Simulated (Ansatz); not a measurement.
# FH$_{3}$NOSi (SMILES [NH][SiH](O)F) (doublet): what the fields show

```xyz
7

N    -0.4763    0.9859   -0.9106
Si   -0.0664   -0.1183    0.3947
O     1.4956   -0.5897    0.2031
F    -1.0440   -1.3989    0.3708
H    -1.4826    1.0536   -1.1078
H    -0.2036    0.5492    1.7049
H     1.8387   -0.5498   -0.7009
```

Level of theory: Ansatz, UKS B3LYP-D4/6-31G*.

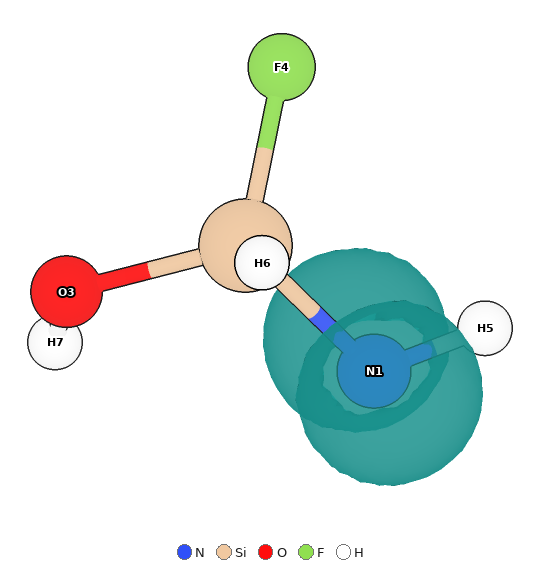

Figure 1. Isosurfaces of the spin density at +0.05 (teal) and −0.05 e/Å³ (pink), seen at an oblique angle.

### Describe the spin distribution.

The unpaired spin (1 electron) lies mostly on N1 (about 0.8) and Si2 (about 0.1), in electrons by Hirshfeld's partition.

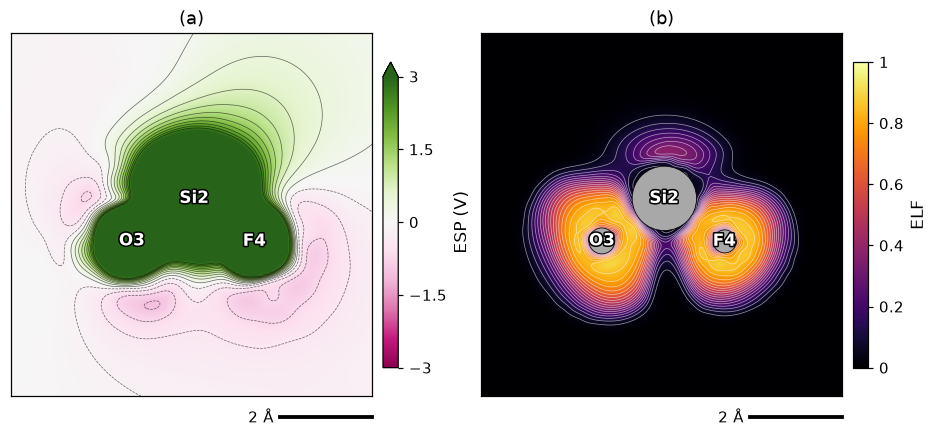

Figure 2. (a) molecular electrostatic potential; (b) ELF on the plane of atoms O3, Si2 and F4. Grey discs cover the atomic cores in the ELF map.

### What do the fields say about this system?

Atoms in the plane: Si, O and F.
Si–F (1.61 Å): the ELF peaks at about 0.85 in the valence shell of F, 0.6 Å from its nucleus, and is about 0.55 at the midpoint.
Si–O (1.64 Å): the ELF peaks at about 0.85 between the atoms, as expected for a shared but strongly polarised pair.
The ELF also peaks beside F4 and O3, away from the bonds: non-bonding electrons, paired or unpaired.
Outside the dense part of the molecule the potential is most negative (−1.0 V) near O3.

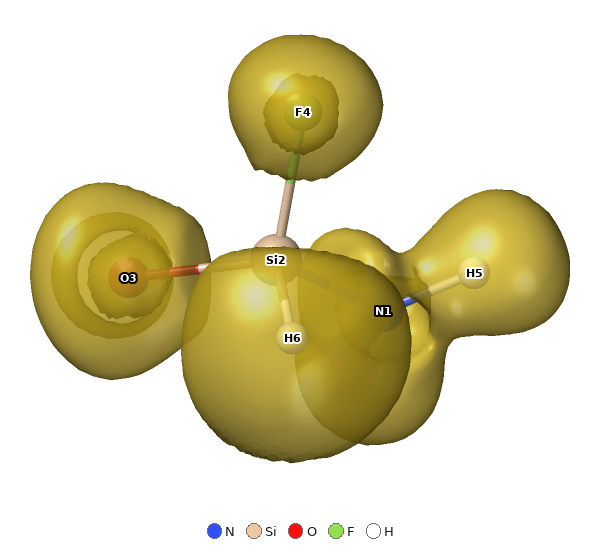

Figure 3. Isosurface of the ELF at 0.75 (yellow), seen from one side. Only the valence region is drawn (cores and ρ < 0.01 e/Å³ removed).

### Describe the localisation domains.

The ELF exceeds this value in one region around a hydrogen nucleus, one region wrapped around F (its lone pairs, merged into a ring or cap), one joined region spread over several atoms (H, N), in which their bonds and any lone pairs are merged and one joined region spread over several atoms (H, O), in which their bonds and any lone pairs are merged.
